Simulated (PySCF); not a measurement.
| atom | x (Å) | y (Å) | z (Å) |
| --- | --- | --- | --- |
| C | -2.8722 | -1.0433 | -0.2480 |
| C | -1.3768 | -0.8232 | -0.4306 |
| C | -0.9880 | 0.6315 | -0.6943 |
| C | -1.2730 | 1.5568 | 0.4858 |
| P | 0.7912 | 0.9031 | -1.2513 |
| Si | 1.9950 | -0.3123 | 0.2386 |
| C | 3.8156 | -0.0619 | -0.1625 |
| H | -3.4358 | -0.6995 | -1.1304 |
| H | -3.0990 | -2.1104 | -0.1045 |
| H | -3.2659 | -0.5052 | 0.6277 |
| H | -0.8392 | -1.1836 | 0.4648 |
| H | -1.0176 | -1.4477 | -1.2656 |
| H | -1.5746 | 0.9924 | -1.5598 |
| H | -2.3446 | 1.5650 | 0.7368 |
| H | -0.9759 | 2.5927 | 0.2642 |
| H | -0.7232 | 1.2354 | 1.3852 |
| H | 0.8447 | -0.0985 | -2.2708 |
| H | 1.6737 | -1.7758 | 0.2332 |
| H | 1.6900 | 0.2113 | 1.6085 |
| H | 4.0512 | -0.4571 | -1.1627 |
| H | 4.4544 | -0.5805 | 0.5685 |
| H | 4.0687 | 1.0088 | -0.1506 |

Geometry: PBE0-D3(BJ)/def2-SVP.

These are results of PySCF, CAM-B3LYP/def2-SVPD, SCF density, gas phase, not measurements.

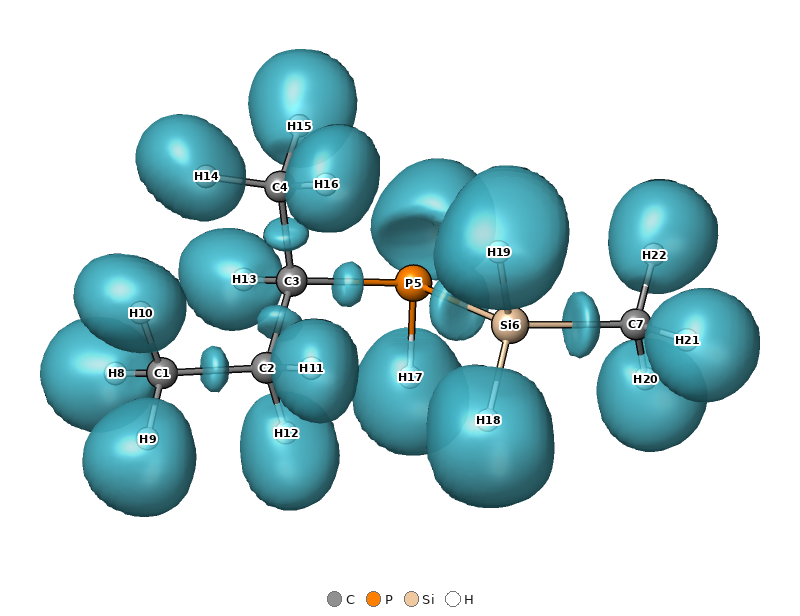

C₅H₁₅PSi. Isosurface of the electron localisation function at 0.9 (cyan), seen across its widest extent. Only the valence region is drawn (cores and ρ < 0.01 e/Å³ removed).

Q: Describe the localisation domains.

A: The surface consists of three regions between bonded C–C atoms (shared pairs), one region between bonded C–P atoms (shared pairs), one region between bonded C–Si atoms (shared pairs), one region between bonded P–Si atoms (shared pairs), 15 regions around hydrogen nuclei and one lobe on P, pointing away from the bonds (lone pairs).

Values along the shortest contacts:
C–C (1.52 Å): the ELF peaks at about 0.95 between the atoms (a covalent bond). C–Si (1.88 Å): the ELF peaks at about 0.95 between the atoms, as expected for localised, covalent bonding.
